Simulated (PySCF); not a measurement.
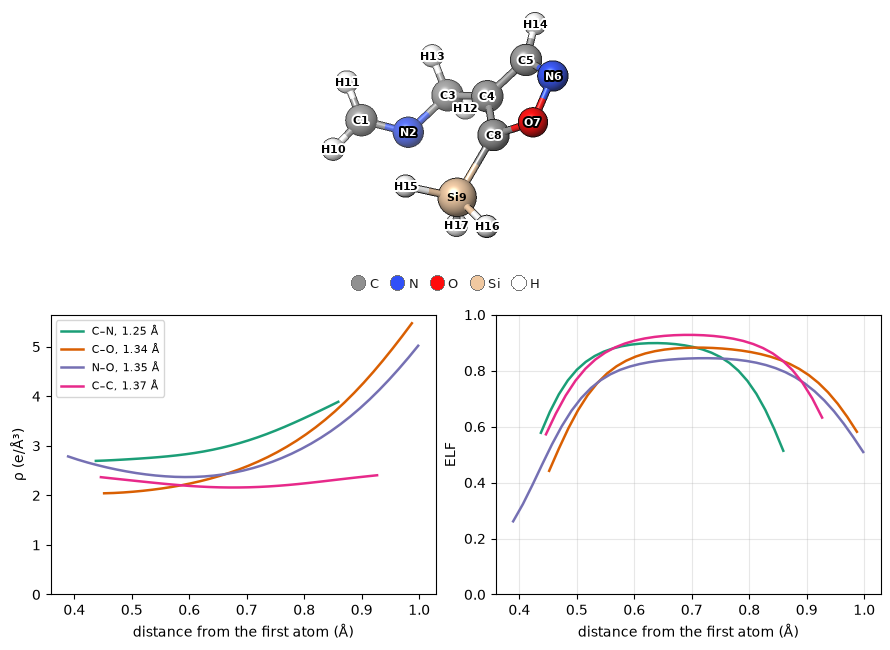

The picture shows: C5H8N2OSi (SMILES C=NCc1cnoc1[SiH3]). Electron density and ELF along straight lines between neighbouring atoms. The curves leave out the atomic cores. The structure is drawn too.

Geometry: GFN2-xTB.

Level of theory: PBE0/pcSseg-1, SCF density, gas phase, non-relativistic in PySCF 2.14.0.

Input file:

```
{"job": {"kind": "nmr", "xc": "PBE0", "basis": "pcSseg-1"}, "charge": 0, "multiplicity": 1}
C     -2.004870    -1.593928     0.254071
N     -0.964875    -1.040542    -0.163138
C     -0.991877     0.304270    -0.655168
C      0.105565     1.059849     0.013723
C      0.312601     2.449603     0.144167
N      1.408481     2.689109     0.811898
O      1.946150     1.490189     1.136973
C      1.176603     0.501104     0.666186
Si     1.633264    -1.299926     0.936244
H     -1.937636    -2.606235     0.623474
H     -2.992724    -1.120738     0.266314
H     -0.791553     0.261313    -1.733693
H     -1.963618     0.803458    -0.504535
H     -0.287341     3.260070    -0.218120
H      0.714004    -1.891527     1.905459
H      2.985639    -1.268797     1.506093
H      1.645188    -1.985241    -0.350396
```

Run with:

```sh
OMP_NUM_THREADS=1 python probes_run.py task.json out
```

Question: What can be read from the curves?

Answer: C–N (1.25 Å): ρ is about 2.9 e/Å³ halfway; the ELF peaks at about 0.90 between the atoms: a multiple bond.
C–O (1.34 Å): ρ at the midpoint is about 2.5 e/Å³; the ELF peaks at about 0.90 between the atoms, as expected for a polar covalent bond.
N–O (1.35 Å): ρ at the midpoint is about 2.5 e/Å³; the ELF peaks at about 0.85 between the atoms, as expected for a shared electron pair.
C–C (1.37 Å): ρ at the midpoint is about 2.2 e/Å³; the ELF peaks at about 0.95 between the atoms: a covalent bond.
